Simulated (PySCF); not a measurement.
System: C₅H₁₅NSSi₂.

Input file:

```
{"job": {"kind": "nmr", "xc": "PBE0", "basis": "pcSseg-1"}, "charge": 0, "multiplicity": 1}
C      4.153783     0.102502    -0.833549
S      2.550812     0.557199    -1.548814
Si     1.276698    -0.353598    -0.061366
Si     1.683281     0.380543     2.096204
N     -0.268839     0.170409    -0.577073
C     -1.480725    -0.231689     0.065487
C     -2.728519     0.625276    -0.219177
C     -3.528382    -0.655260    -0.505723
C     -2.223053    -1.465658    -0.495312
H      4.233953    -0.978560    -0.771353
H      4.921144     0.492763    -1.493785
H      4.253225     0.546563     0.152540
H      1.519054    -1.803765    -0.249844
H      3.026837     0.003749     2.555456
H      1.580304     1.830750     2.275225
H      0.741683    -0.242270     3.031636
H     -0.406695     0.386334    -1.554405
H     -1.270298    -0.330600     1.132038
H     -2.597033     1.252525    -1.098778
H     -3.081422     1.241540     0.604061
H     -4.199745    -0.924853     0.306503
H     -4.084640    -0.667224    -1.440590
H     -2.209263    -2.355237     0.130224
H     -1.873897    -1.728209    -1.492050
```

Run with:

```sh
OMP_NUM_THREADS=1 python probes_run.py task.json out
```

Geometry: GFN2-xTB.

Computed with PBE0/pcSseg-1, SCF density, gas phase, non-relativistic (PySCF).

Question: Predict the electron density and electron localisation function between the atoms.

Answer: C–N (1.43 Å): ρ at the midpoint is about 2 e/Å³; the ELF peaks at about 0.90 between the atoms (a covalent bond).

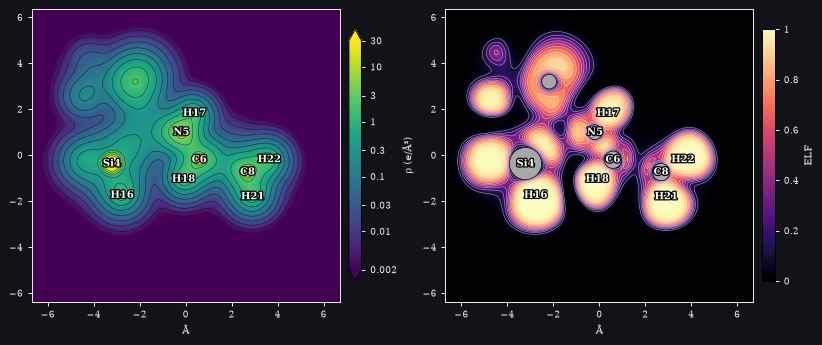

Computed electron density and electron localisation function on the plane of atoms N5, C6 and H18, in this order. Grey discs cover the atomic cores in the ELF map. 
